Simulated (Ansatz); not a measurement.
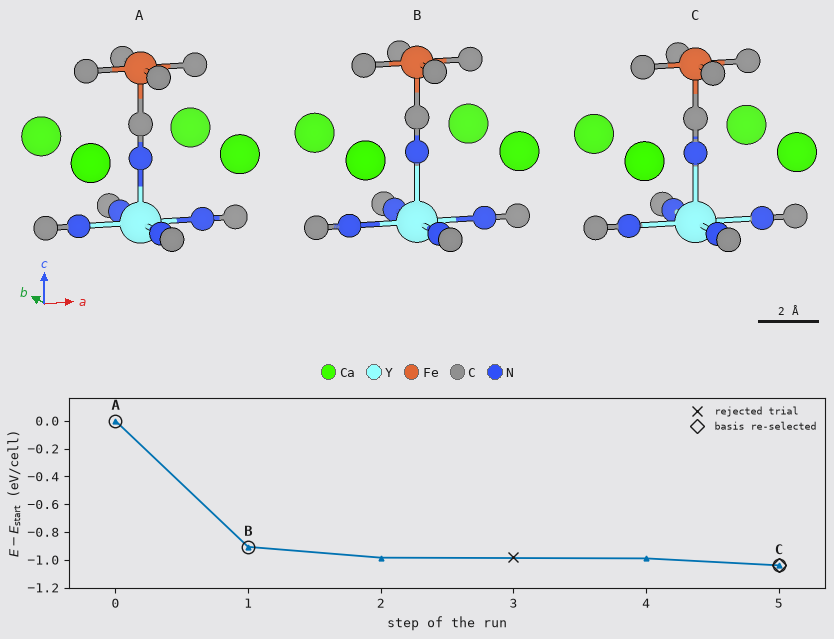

Frames of a relaxation of a crystal of Ca2YFeC6N6 (a generated structure, set up in Fm-3m) (coarse preliminary run), marked on the history of the run. Style: ball-and-stick. Shown: the atoms within 4.2 Å of the atom that moves most (axes of the conventional cell (4 times the calculation's cell)), slightly off an axis. Lengths and directions refer to the drawn axes.

The calculation used DFT PBE, scalar-relativistic, plane waves, PAW (Ansatz 0.2.0). Set-up: plane-wave cutoff 420 eV; k-point mesh 4 × 4 × 4; occupations gaussian; smearing width 0.1 eV; collinear spin; cell and atoms relaxed; force threshold 0.04 eV/Å; at most 70 steps.

Question: Describe the path.

Answer: Over 3 accepted moves (5 points after the start) the energy falls by 1.040 eV per cell of the calculation. Largest force component: 2.3 eV/Å at the start, 0.01 eV/Å at the end. The pressure goes from 4.67 to −0.05 GPa. The line search rejected the trial step at point 3 of the run. At 1 point the geometry stayed and the basis and grid were re-selected for the new cell (energy shift of 50.0 meV per cell of the calculation at most each time). The largest moves relative to the cell, 0.12 Å, are those of N atoms. By element the largest moves are N 0.12 Å, C 0.10 Å. Ca and Fe and Y stay in place. The volume changes by +6.7 %, with a = b = c 10.636 → 10.867 Å (+2.2 %). Among the contacts that change: C–Y 3.380 → 3.558 Å, N–Y 2.210 → 2.377 Å, C–Fe 1.938 → 1.876 Å, C–N 1.170 → 1.181 Å. The space group stays Fm-3m (No. 225). The run took 3.9 min on 1 thread of Arm Neoverse V1, on a shared host, peak memory 0.83 GiB. From step 0 to 1: N atoms move most (0.13 Å), volume +9.7 %, energy −0.907 eV per cell of the calculation. From step 1 to 5: volume −2.8 %, energy −0.133 eV per cell of the calculation.

```json
{"step": "0", "E − E(0), meV/atom": "0.00", "largest force component, eV/Å": "2.2857", "pressure, GPa": "4.67", "volume, Å³/atom": "18.800", "note": ""}
{"step": "1", "E − E(0), meV/atom": "-56.67", "largest force component, eV/Å": "0.2888", "pressure, GPa": "-1.74", "volume, Å³/atom": "20.632", "note": ""}
{"step": "2", "E − E(0), meV/atom": "-61.53", "largest force component, eV/Å": "0.1121", "pressure, GPa": "-0.40", "volume, Å³/atom": "20.125", "note": ""}
{"step": "3", "E − E(0), meV/atom": "-61.40", "largest force component, eV/Å": "0.6041", "pressure, GPa": "-0.67", "volume, Å³/atom": "19.978", "note": "rejected"}
{"step": "4", "E − E(0), meV/atom": "-61.85", "largest force component, eV/Å": "0.0133", "pressure, GPa": "-0.28", "volume, Å³/atom": "20.053", "note": ""}
{"step": "5", "E − E(0), meV/atom": "-64.98", "largest force component, eV/Å": "0.0101", "pressure, GPa": "-0.05", "volume, Å³/atom": "20.053", "note": "same geometry, new basis"}
```
